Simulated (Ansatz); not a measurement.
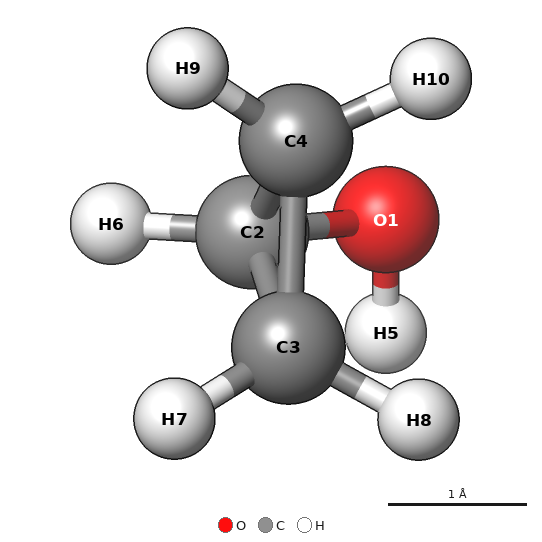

Numbered structure. The computed structure is the end point of a PBE0-D4/def2-TZVP optimisation.

Give the bond lengths.

```csv
bond,length (Å),order
O1–C2,1.393,single
O1–H5,0.961,single
C2–C3,1.496,single
C2–C4,1.484,single
C2–H6,1.088,single
C3–C4,1.506,single
C3–H7,1.083,single
C3–H8,1.083,single
C4–H9,1.082,single
C4–H10,1.083,single
```
